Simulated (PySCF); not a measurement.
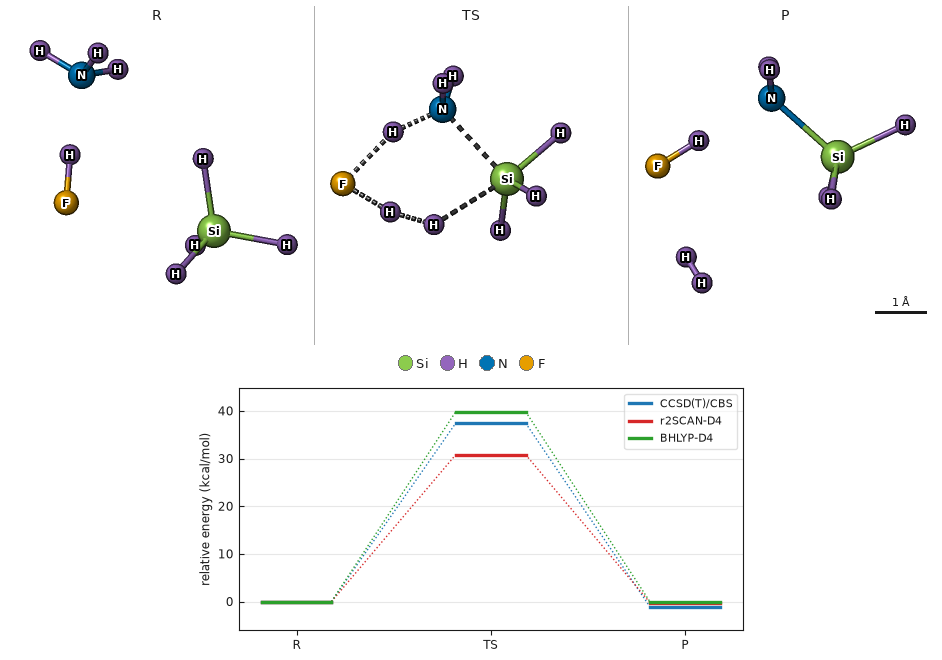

A reaction step of SiNH₈F, with its energy diagram. A ball-and-stick model, seen at a tilt. Dashed sticks mark bonds that form or break.

Stationary points at PBE0-D4/def2-TZVP, single-point energies with CCSD(T)/CBS, r2SCAN-D4, BHLYP-D4 (def2-TZVPP where no basis is named; PySCF 2.14.0). The energies are electronic, without zero-point or thermal terms, and both ends are the relaxed geometries reached downhill from the saddle, with any fragments still in contact. CCSD(T)/CBS stands for a frozen-core estimate: MP2 correlation extrapolated from def2-TZVPP and def2-QZVPP, CCSD(T) minus MP2 from the smaller set.

**Describe the step and its energetics.**

Counted by bonded pieces, R holds HF + NH₃ + SiH₄ and P holds HF + H₂ + SiH₅N. From R over the saddle to P, bonds form: N–Si (4.13 → 1.89 → 1.76 Å), H–H (3.48 → 0.97 → 0.75 Å), F–H (3.15 → 1.44 → 0.96 Å). Bonds break: H–Si (1.48 → 1.87 → 4.23 Å), H–N (1.01 → 1.08 → 1.68 Å), F–H (0.97 → 1.20 → 2.49 Å). The saddle has one imaginary mode, 764i cm⁻¹. The end R keeps a soft imaginary mode of 30i cm⁻¹, so it isn't quite a minimum. The end P keeps a soft imaginary mode of 20i cm⁻¹, so it isn't quite a minimum. With CCSD(T)/CBS the barrier is 37.4 kcal/mol from R and 38.5 kcal/mol from P, and P lies 1.1 kcal/mol below R.

| level | barrier from R (kcal/mol) | barrier from P (kcal/mol) | P less R (kcal/mol) |
| --- | --- | --- | --- |
| CCSD(T)/CBS | 37.4 | 38.5 | −1.1 |
| r2SCAN-D4 | 30.8 | 31.0 | −0.2 |
| BHLYP-D4 | 39.8 | 39.9 | 0.0 |

Against CCSD(T)/CBS, BHLYP-D4 comes closest on the barrier from R (+2.4 kcal/mol) and r2SCAN-D4 misses most (−6.6 kcal/mol).
